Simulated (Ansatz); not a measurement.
BHOCl$_{2}$: several calculations on one system

Part 1: Relaxation

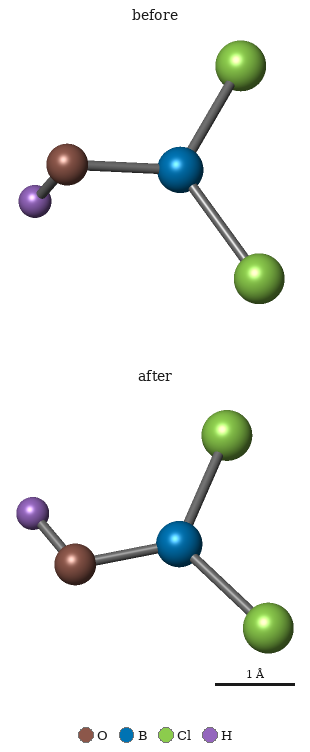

The structure of BHOCl2 (coarse preliminary run) before (top) and after (bottom) a relaxation, at one scale.

Style: ball-and-stick. Shown from a free direction.

The calculation used Ansatz, RKS PBE-D4/def2-SVP.

Input file:
```yaml
crystal:
  periodic: [false, false, false]
  atoms:
    - {symbol: O, position_ang: [1.069200, 0.579900, -0.074900]}
    - {symbol: B, position_ang: [-0.109700, -0.306400, -0.089300]}
    - {symbol: Cl, position_ang: [-0.386100, -1.454400, 1.314700]}
    - {symbol: Cl, position_ang: [-1.194900, -0.328400, -1.521500]}
    - {symbol: H, position_ang: [0.671400, 1.435600, 0.329600]}
basis:
  gaussian: {orbitals: def2-SVP}
hamiltonian: {xc: pbe, dispersion: d4}
relax: {f_tol: 0.03, max_steps: 250}
```

Question: Summarise the run.

Answer: The optimiser took 8 steps. The largest move after the best rigid fit is that of H5, 0.63 Å. Largest moves by element: H 0.63 Å, O 0.55 Å, Cl 0.24 Å, B 0.17 Å. Near-neighbour distances that change, for instance: O1–B2 1.475 → 1.351 Å, B2–Cl3 1.835 → 1.760 Å, O1–H5 1.027 → 0.976 Å, B2–Cl4 1.797 → 1.777 Å. Among the angles between lasting bonds that change: B2–O1–H5 101.2° → 112.2°. Groups turn about O1–B2 by about 90°.

Part 2: Relaxation

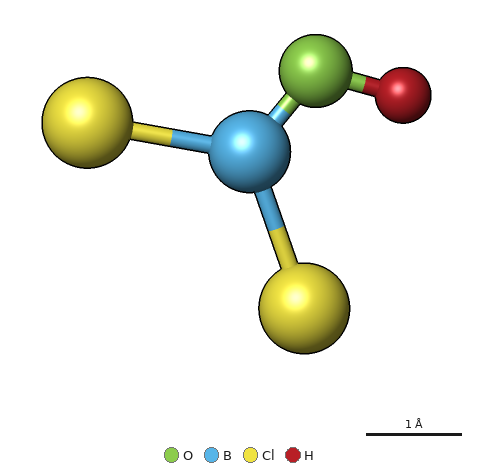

Starting structure of BHOCl$_{2}$. The picture is a ball-and-stick view, seen face on.

These are results of RKS PBE0-D4/def2-TZVP (Ansatz 0.2.0), not measurements.

Input file:
```yaml
crystal:
  periodic: [false, false, false]
  atoms:
    - {symbol: O, position_ang: [0.777188, 0.657495, 0.384924]}
    - {symbol: B, position_ang: [0.039395, -0.115697, 0.128728]}
    - {symbol: Cl, position_ang: [-0.147732, -1.485710, 1.193449]}
    - {symbol: Cl, position_ang: [-0.947769, 0.004679, -1.325393]}
    - {symbol: H, position_ang: [0.815333, 1.375391, -0.254168]}
basis:
  gaussian: {orbitals: def2-TZVP}
hamiltonian: {xc: pbe0, dispersion: d4}
relax: {f_tol: 0.005, max_steps: 200, constraints: [{distance: [0, 1]}]}
```

**Where does the constrained relaxation end?**

The atom that moves furthest after the best rigid fit is H5 (0.18 Å). Largest moves by element: H 0.18 Å, Cl 0.13 Å, O 0.06 Å, B 0.01 Å. Near-neighbour distances that change, for instance: B2–Cl4 1.762 → 1.806 Å, B2–Cl3 1.745 → 1.787 Å. Bond angles that change, for instance: B2–O1–H5 113.4° → 127.8°, Cl3–B2–Cl4 119.8° → 114.7°, O1–B2–Cl3 118.8° → 122.1°. The energy falls by 0.138 eV in 5 geometry steps. The largest force component goes from 0.94 to 0.0029 eV/Å.

The structure at the end:

```xyz
5

O     0.7631    0.6876    0.3368
B     0.0369   -0.1077    0.1177
Cl   -0.1760   -1.5213    1.1894
Cl   -1.0309   -0.0983   -1.3390
H     0.9432    1.4758   -0.1774
```

The end point in the same view:

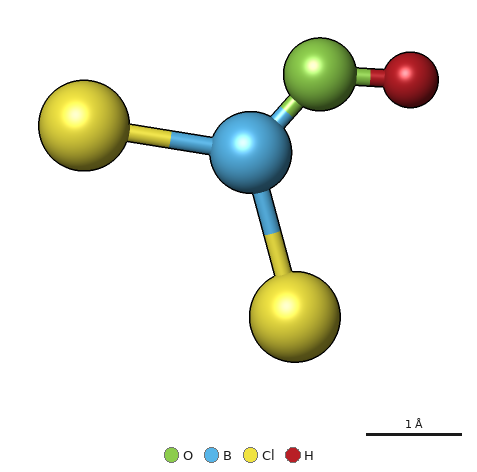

Part 3: Scan

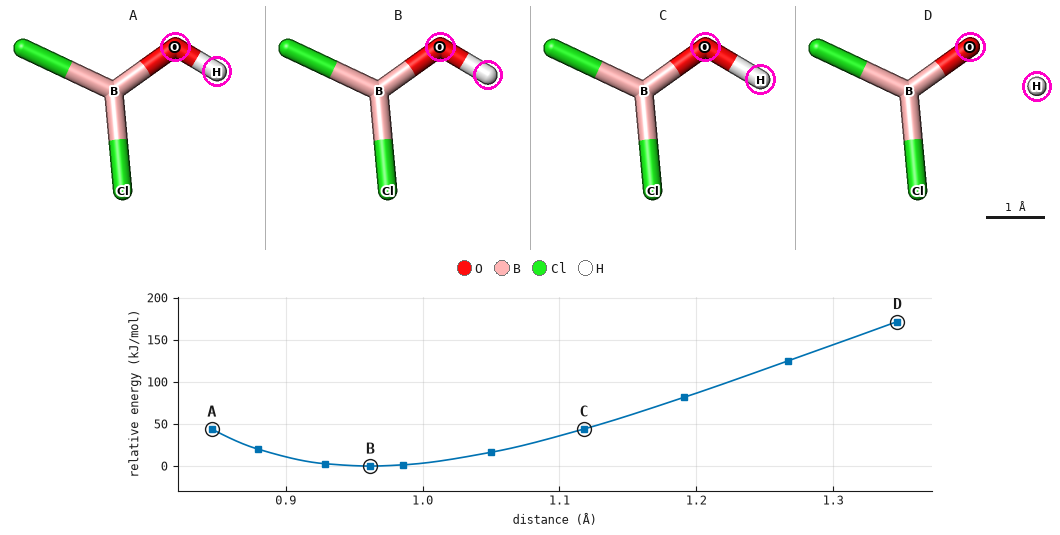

Energy scan for BHOCl₂, in which the O–H bond length is varied, with the rest of the molecule carried along rigidly. The lettered frames are marked on the plot. A stick model, seen at a tilt. The ringed atoms are those of the scanned coordinate.

Level of theory: CCSD(T) (def2-TZVPP, Ansatz), on geometries moved rigidly from the minimum at PBE0-D4/def2-TZVP. Coupled cluster with a frozen core. Energies are counted from the PBE0-D4/def2-TZVP minimum geometry at the same level.

Q: Describe the profile.

A: The lowest computed point lies at the distance 0.962 Å (0.0 kJ/mol). The end points stand at 44.0 kJ/mol (0.846 Å) and 171.8 kJ/mol (1.347 Å). The curvature at the lowest point is about 53 eV/Å² (8.5 mdyn/Å). The well is steeper on the short side, as for any bond.

Part 4: Scan

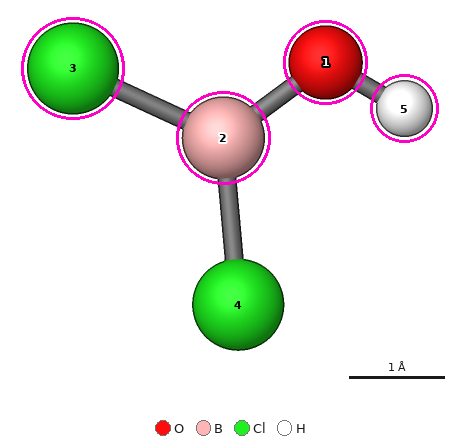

A scan of BHOCl2: the H5–O1–B2–Cl3 dihedral angle is varied, with the rest of the molecule carried along rigidly. The picture shows the minimum geometry. The ringed atoms are those of the scanned coordinate. A ball-and-stick model, seen face on.

Computed with Ansatz: r2SCAN-D4, wB97M-V, basis def2-TZVPP, on geometries moved rigidly from the minimum at PBE0-D4/def2-TZVP. Energies are counted from the PBE0-D4/def2-TZVP minimum geometry at the same level.

```xyz
5

O     0.7772    0.6575    0.3849
B    -0.1228   -0.2857    0.0724
Cl   -0.3099   -1.6557    1.1371
Cl   -1.1099   -0.1653   -1.3817
H     0.8153    1.3754   -0.2542
```

> What energies does the calculation give (the dihedral: −180.0, −174.4, −148.7, −122.9, −97.2, −71.5, −45.8, −20.1°)?

Energies in eV.

```
dihedral angle (°)  r2SCAN-D4  wB97M-V
            −180.0      0.000    0.000
            −174.4      0.004    0.004
            −148.7      0.118    0.118
            −122.9      0.317    0.319
             −97.2      0.454    0.458
             −71.5      0.418    0.421
             −45.8      0.243    0.243
             −20.1      0.071    0.069
```

With r2SCAN-D4: the lowest computed point lies at the dihedral −180.0° (0.000 eV). A local maximum lies at −97.2° (0.454 eV). The highest point, at −97.2°, lies 0.454 eV above the lowest and gives an upper estimate of the barrier to rotation, since the rotor is rigid. At −97.2° the levels give r2SCAN-D4 0.454 eV, wB97M-V 0.458 eV.

As a plot:

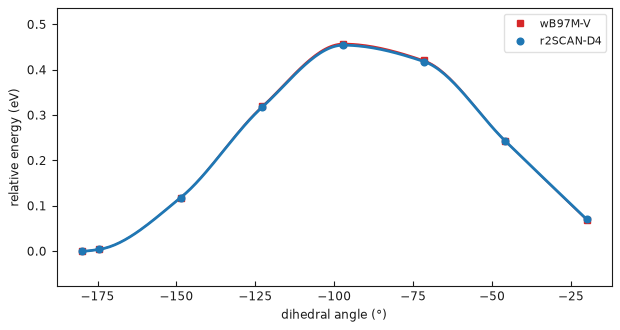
